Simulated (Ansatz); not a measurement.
**CH₃Al (singlet): B2PLYP, PBE-QIDH, RKS PBE0, RPA-PBE over vertical spin and charge gaps and displaced geometries, cc-pVDZ**

Aim: run CH₃Al (singlet) with these functionals over vertical spin and charge gaps and displaced geometries, and hold them against the top wave-function level at the same points.

Method: cc-pVDZ, all electrons in the functionals, frozen cores in the correlation of double hybrids and RPA; program: Ansatz 0.2.0, Gaussian basis.

Plan: B2PLYP, PBE-QIDH, RKS PBE0, RPA-PBE, at charge 0, singlet; charge 0, triplet; charge 1, doublet; displaced geometry v1; displaced geometry v2 (not every functional at every point).

15 further runs of the same task are left out: 2 for a known fault of the program, 6 that didn't finish, 7 set aside as unsound or not needed.

## 1. What is computed

The geometry is a PBE0/def2-TZVP stationary point (not a proven minimum).

5 atoms, charge 0, spin multiplicity 1.

Atoms are counted from 1 here; the program's logs count them from 0.

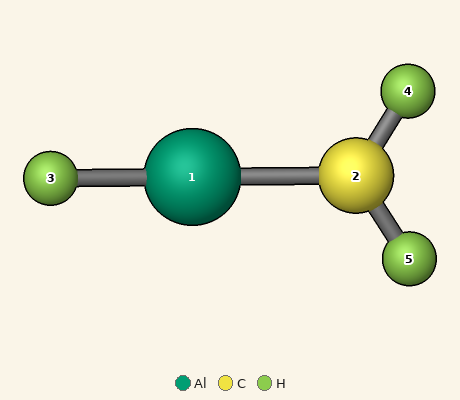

The structure; aluminium teal, carbon yellow, hydrogen green; atoms are numbered from 1 in the order of the file.

No dispersion term is added.

The geometry shown and the zero of energy belong to the point charge 0, singlet. The yardstick, UCCSD(T), and other wave-function levels (R restricted, U unrestricted, valence and pair active spaces) come from earlier runs.

## 2. B2PLYP, charge 0, singlet

File in.yaml:

```yaml
crystal:
  periodic: [false, false, false]
  atoms:
    - {symbol: Al, position_ang: [-0.022898, 0.000000, 0.584948]}
    - {symbol: C, position_ang: [0.045057, -0.000001, -1.195748]}
    - {symbol: H, position_ang: [0.160619, 0.000001, 2.146962]}
    - {symbol: H, position_ang: [-0.042277, 0.912507, -1.778398]}
    - {symbol: H, position_ang: [-0.042277, -0.912509, -1.778397]}
basis:
  gaussian: {orbitals: cc-pVDZ}
magnetization: {spin_polarized: true, initial_magnetization: 0}
hamiltonian: {xc: {name: B2PLYP}}
correlation: {electrons: outside_noble_gas}
```

The run is started by

```sh
ansatz run in.yaml --threads 1 --pin off --events-out ev --progress --plain --max-ram 2393MiB
```

The program printed:

```text
Functional definition: B2PLYP
  name "B2PLYP"
  cite "Grimme, J. Chem. Phys. 124, 034108 (2006) doi:10.1063/1.2148954"
  cite "Becke, Phys. Rev. A 38, 3098 (1988) doi:10.1103/PhysRevA.38.3098"
  cite "Lee, Yang & Parr, Phys. Rev. B 37, 785 (1988) doi:10.1103/PhysRevB.37.785"
  parameter a = 0.53
  parameter c = 0.27
  exchange = (1 - a)*b88_x + a*exact_x
  correlation = (1 - c)*lyp_c + c*(mp2_os + mp2_ss)
443 factors; integrals over basis functions are off by at most 1.1e-3 eV
mean field evaluation 1: about -7666.5220 eV, gradient 3.4e1 eV
mean field evaluation 2: about -7666.5484 eV, gradient 3.4e1 eV
mean field evaluation 4: about -7673.3302 eV, gradient 4.3e0 eV
mean field evaluation 8: about -7673.5249 eV, gradient 1.5e-1 eV
mean field evaluation 16: about -7673.5251 eV, gradient 7.4e-6 eV
mean field evaluation 32: about -7673.5173 eV, gradient 1.7e-1 eV
mean field evaluation 64: about -7673.5242 eV, gradient 7.3e-2 eV
mean field -7673.52507177 eV, -281.9968450853 hartree, gradient 7.4e-6 eV, S^2 0.000000; 4 other end points of the search recorded, 0 dependent functions left out
6 core orbitals not correlated: weight in the atoms' cores, before any rotation towards them, 1.000 or more for the frozen orbitals, at most 0.000 for the correlated occupied ones
reference -7673.52520300 eV, -281.9968499079 hartree; 5, 5 occupied and 36, 36 virtual orbitals, 443 factors
second order -7.25971952 eV of doubles, -0.00000000 eV of singles
Total energy: -7675.48532727 eV, -282.0688831463 hartree
```

Wall time 4.4 s (1 thread of Arm Neoverse V1, shared host).

From the report: ⟨S²⟩ of the determinant 0.000 (pure singlet: 0.00).

## 3. B2PLYP, charge 0, triplet

in.yaml: that of step 2 with these lines changed.

```diff
@@ -10,3 +10,3 @@
   gaussian: {orbitals: cc-pVDZ}
-magnetization: {spin_polarized: true, initial_magnetization: 0}
+magnetization: {spin_polarized: true, initial_magnetization: 2}
 hamiltonian: {xc: {name: B2PLYP}}
```

The command is unchanged.

The program printed, shortened:

```text
Functional definition: B2PLYP
  name "B2PLYP"
  cite "Grimme, J. Chem. Phys. 124, 034108 (2006) doi:10.1063/1.2148954"
  cite "Becke, Phys. Rev. A 38, 3098 (1988) doi:10.1103/PhysRevA.38.3098"
  cite "Lee, Yang & Parr, Phys. Rev. B 37, 785 (1988) doi:10.1103/PhysRevB.37.785"
[...]
443 factors; integrals over basis functions are off by at most 1.1e-3 eV
[...]
mean field -7671.96846969 eV, -281.9396410143 hartree, gradient 1.7e-6 eV, S^2 2.013658; 5 other end points of the search recorded, 0 dependent functions left out
6 core orbitals not correlated: weight in the atoms' cores, before any rotation towards them, 1.000 or more for the frozen orbitals, at most 0.000 for the correlated occupied ones
reference -7671.96860184 eV, -281.9396458704 hartree; 6, 4 occupied and 35, 37 virtual orbitals, 443 factors
second order -5.72680240 eV of doubles, -0.00000000 eV of singles
Total energy: -7673.51483848 eV, -281.9964690191 hartree
```

Run time: 5.5 s. Hardware: 1 thread of Arm Neoverse V1, shared host.

From the report: ⟨S²⟩ of the determinant 2.014 (pure triplet: 2.00).

From charge 0, singlet: +45.4 kcal/mol.

## 4. B2PLYP, charge 1, doublet

in.yaml: that of step 3 with these lines changed.

```diff
@@ -10,3 +10,4 @@
   gaussian: {orbitals: cc-pVDZ}
-magnetization: {spin_polarized: true, initial_magnetization: 2}
+total_charge: 1
+magnetization: {spin_polarized: true, initial_magnetization: 1}
 hamiltonian: {xc: {name: B2PLYP}}
```

Same command.

The program printed, shortened:

```text
Functional definition: B2PLYP
  name "B2PLYP"
  cite "Grimme, J. Chem. Phys. 124, 034108 (2006) doi:10.1063/1.2148954"
  cite "Becke, Phys. Rev. A 38, 3098 (1988) doi:10.1103/PhysRevA.38.3098"
  cite "Lee, Yang & Parr, Phys. Rev. B 37, 785 (1988) doi:10.1103/PhysRevB.37.785"
[...]
443 factors; integrals over basis functions are off by at most 1.1e-3 eV
[...]
mean field -7666.75981558 eV, -281.7482265061 hartree, gradient 4.2e-6 eV, S^2 0.754039; 0 other end points of the search recorded, 0 dependent functions left out
6 core orbitals not correlated: weight in the atoms' cores, before any rotation towards them, 1.000 or more for the frozen orbitals, at most 0.000 for the correlated occupied ones
reference -7666.75994915 eV, -281.7482314147 hartree; 5, 4 occupied and 36, 37 virtual orbitals, 443 factors
second order -5.35348309 eV of doubles, -0.00000000 eV of singles
Total energy: -7668.20538958 eV, -281.8013503708 hartree
```

Wall time 1.8 s (1 thread of Arm Neoverse V1, shared host).

From the report: ⟨S²⟩ of the determinant 0.754 (pure doublet: 0.75).

From charge 0, singlet: +167.9 kcal/mol.

## 5. B2PLYP, displaced geometry v1

File in.yaml:

```yaml
crystal:
  periodic: [false, false, false]
  atoms:
    - {symbol: Al, position_ang: [-0.020104, 0.004134, 0.591811]}
    - {symbol: C, position_ang: [0.047018, -0.012010, -1.200038]}
    - {symbol: H, position_ang: [0.210544, 0.047302, 2.100059]}
    - {symbol: H, position_ang: [-0.095129, 0.896994, -1.795499]}
    - {symbol: H, position_ang: [-0.137514, -0.911843, -1.846987]}
basis:
  gaussian: {orbitals: cc-pVDZ}
magnetization: {spin_polarized: true, initial_magnetization: 0}
hamiltonian: {xc: {name: B2PLYP}}
correlation: {electrons: outside_noble_gas}
```

Launched as before.

The program printed, shortened:

```text
Functional definition: B2PLYP
  name "B2PLYP"
  cite "Grimme, J. Chem. Phys. 124, 034108 (2006) doi:10.1063/1.2148954"
  cite "Becke, Phys. Rev. A 38, 3098 (1988) doi:10.1103/PhysRevA.38.3098"
  cite "Lee, Yang & Parr, Phys. Rev. B 37, 785 (1988) doi:10.1103/PhysRevB.37.785"
[...]
442 factors; integrals over basis functions are off by at most 1.1e-3 eV
[...]
mean field -7673.48231875 eV, -281.9952739411 hartree, gradient 2.8e-6 eV, S^2 0.000000; 4 other end points of the search recorded, 0 dependent functions left out
6 core orbitals not correlated: weight in the atoms' cores, before any rotation towards them, 1.000 or more for the frozen orbitals, at most 0.000 for the correlated occupied ones
reference -7673.48244878 eV, -281.9952787194 hartree; 5, 5 occupied and 36, 36 virtual orbitals, 442 factors
second order -7.30283579 eV of doubles, -0.00000000 eV of singles
Total energy: -7675.45421444 eV, -282.0677397710 hartree
```

Run time: 4.6 s. Hardware: 1 thread of Arm Neoverse V1, shared host.

From the report: ⟨S²⟩ of the determinant 0.000 (pure singlet: 0.00).

From charge 0, singlet: +0.7 kcal/mol.

## 6. B2PLYP, displaced geometry v2

File in.yaml:

```yaml
crystal:
  periodic: [false, false, false]
  atoms:
    - {symbol: Al, position_ang: [0.029069, 0.002448, 0.582982]}
    - {symbol: C, position_ang: [-0.067850, 0.010821, -1.186120]}
    - {symbol: H, position_ang: [0.124332, -0.021601, 2.148410]}
    - {symbol: H, position_ang: [0.004545, 0.835636, -1.758736]}
    - {symbol: H, position_ang: [-0.098514, -1.008514, -1.861618]}
basis:
  gaussian: {orbitals: cc-pVDZ}
magnetization: {spin_polarized: true, initial_magnetization: 0}
hamiltonian: {xc: {name: B2PLYP}}
correlation: {electrons: outside_noble_gas}
```

Same command.

The program printed, shortened:

```text
Functional definition: B2PLYP
  name "B2PLYP"
  cite "Grimme, J. Chem. Phys. 124, 034108 (2006) doi:10.1063/1.2148954"
  cite "Becke, Phys. Rev. A 38, 3098 (1988) doi:10.1103/PhysRevA.38.3098"
  cite "Lee, Yang & Parr, Phys. Rev. B 37, 785 (1988) doi:10.1103/PhysRevB.37.785"
[...]
442 factors; integrals over basis functions are off by at most 1.5e-3 eV
[...]
mean field -7673.12283489 eV, -281.9820631527 hartree, gradient 4.2e-6 eV, S^2 0.000000; 4 other end points of the search recorded, 0 dependent functions left out
6 core orbitals not correlated: weight in the atoms' cores, before any rotation towards them, 1.000 or more for the frozen orbitals, at most 0.000 for the correlated occupied ones
reference -7673.12296654 eV, -281.9820679909 hartree; 5, 5 occupied and 36, 36 virtual orbitals, 442 factors
second order -7.27563203 eV of doubles, -0.00000000 eV of singles
Total energy: -7675.08738719 eV, -282.0542591182 hartree
```

Run time: 3.4 s. Hardware: 1 thread of Arm Neoverse V1, shared host.

From the report: ⟨S²⟩ of the determinant 0.000 (pure singlet: 0.00).

From charge 0, singlet: +9.2 kcal/mol.

## 7. PBE-QIDH, charge 0, singlet

File in.yaml:

```yaml
crystal:
  periodic: [false, false, false]
  atoms:
    - {symbol: Al, position_ang: [-0.022898, 0.000000, 0.584948]}
    - {symbol: C, position_ang: [0.045057, -0.000001, -1.195748]}
    - {symbol: H, position_ang: [0.160619, 0.000001, 2.146962]}
    - {symbol: H, position_ang: [-0.042277, 0.912507, -1.778398]}
    - {symbol: H, position_ang: [-0.042277, -0.912509, -1.778397]}
basis:
  gaussian: {orbitals: cc-pVDZ}
magnetization: {spin_polarized: true, initial_magnetization: 0}
hamiltonian: {xc: {name: PBE-QIDH}}
correlation: {electrons: outside_noble_gas}
```

Launched as before.

The program printed, shortened:

```text
Functional definition: PBE-QIDH
  name "PBE-QIDH"
  cite "Brémond, Sancho-García, Pérez-Jiménez & Adamo, J. Chem. Phys. 141, 031101 (2014) doi:10.1063/1.4890314"
  cite "Perdew, Burke & Ernzerhof, Phys. Rev. Lett. 77, 3865 (1996) doi:10.1103/PhysRevLett.77.3865"
[...]
443 factors; integrals over basis functions are off by at most 1.1e-3 eV
[...]
mean field -7670.28978244 eV, -281.8779503954 hartree, gradient 3.6e-8 eV, S^2 0.005830; 4 other end points of the search recorded, 0 dependent functions left out
6 core orbitals not correlated: weight in the atoms' cores, before any rotation towards them, 1.000 or more for the frozen orbitals, at most 0.000 for the correlated occupied ones
reference -7670.28979303 eV, -281.8779507846 hartree; 5, 5 occupied and 36, 36 virtual orbitals, 443 factors
second order -6.57824184 eV of doubles, -0.00000000 eV of singles
Total energy: -7672.48254031 eV, -281.9585327609 hartree
```

Run time: 9 s. Hardware: 1 thread of Arm Neoverse V1, shared host.

From the report: ⟨S²⟩ of the determinant 0.006 (pure singlet: 0.00).

## 8. PBE-QIDH, charge 0, triplet

in.yaml: that of step 7 with these lines changed.

```diff
@@ -10,3 +10,3 @@
   gaussian: {orbitals: cc-pVDZ}
-magnetization: {spin_polarized: true, initial_magnetization: 0}
+magnetization: {spin_polarized: true, initial_magnetization: 2}
 hamiltonian: {xc: {name: PBE-QIDH}}
```

The command is unchanged.

The program printed, shortened:

```text
Functional definition: PBE-QIDH
  name "PBE-QIDH"
  cite "Brémond, Sancho-García, Pérez-Jiménez & Adamo, J. Chem. Phys. 141, 031101 (2014) doi:10.1063/1.4890314"
  cite "Perdew, Burke & Ernzerhof, Phys. Rev. Lett. 77, 3865 (1996) doi:10.1103/PhysRevLett.77.3865"
[...]
443 factors; integrals over basis functions are off by at most 1.1e-3 eV
[...]
mean field -7668.91756552 eV, -281.8275223540 hartree, gradient 1.0e-6 eV, S^2 2.019816; 5 other end points of the search recorded, 0 dependent functions left out
6 core orbitals not correlated: weight in the atoms' cores, before any rotation towards them, 1.000 or more for the frozen orbitals, at most 0.000 for the correlated occupied ones
reference -7668.91757741 eV, -281.8275227909 hartree; 6, 4 occupied and 35, 37 virtual orbitals, 443 factors
second order -5.25961849 eV of doubles, -0.00000000 eV of singles
Total energy: -7670.67078357 eV, -281.8919519290 hartree
```

Wall time 5.5 s (1 thread of Arm Neoverse V1, shared host).

From the report: ⟨S²⟩ of the determinant 2.020 (pure triplet: 2.00).

From charge 0, singlet: +41.8 kcal/mol.

## 9. RKS PBE0, charge 0, singlet

in.yaml: that of step 8 with these lines changed.

```diff
@@ -10,4 +10,2 @@
   gaussian: {orbitals: cc-pVDZ}
-magnetization: {spin_polarized: true, initial_magnetization: 2}
-hamiltonian: {xc: {name: PBE-QIDH}}
-correlation: {electrons: outside_noble_gas}
+hamiltonian: {xc: {name: PBE0}}
```

The command is unchanged.

The program printed:

```text
Functional definition: PBE0
  name "PBE0"
  cite "Adamo & Barone, J. Chem. Phys. 110, 6158 (1999) doi:10.1063/1.478522"
  cite "Perdew, Burke & Ernzerhof, Phys. Rev. Lett. 77, 3865 (1996) doi:10.1103/PhysRevLett.77.3865"
  parent pbe
  parameter a = 0.25
  parameter kappa = 0.804
  parameter beta = 0.06672455060314922
  exchange = (1 - a)*pbe_x(kappa = kappa, mu = beta*pi^2/3) + a*exact_x
  correlation = pbe_c(beta = beta)
443 factors; integrals over basis functions are off by at most 1.1e-3 eV
mean field evaluation 1: about -7665.7243 eV, gradient 5.8e1 eV
mean field evaluation 2: about -7628.4189 eV, gradient 1.0e2 eV
mean field evaluation 4: about -7675.3792 eV, gradient 5.3e0 eV
mean field evaluation 8: about -7675.4914 eV, gradient 1.0e-1 eV
mean field evaluation 16: about -7675.4914 eV, gradient 7.7e-6 eV
mean field -7675.49139702 eV, -282.0691062055 hartree, gradient 7.7e-6 eV, S^2 0.000000; 0 other end points of the search recorded, 0 dependent functions left out
reference -7675.49142266 eV, -282.0691071477 hartree; 11, 11 occupied and 36, 36 virtual orbitals, 443 factors
Total energy: -7675.49142266 eV, -282.0691071477 hartree
```

It took 0.75 s on 1 thread of Arm Neoverse V1, shared host.

[end of part 1 of 2]
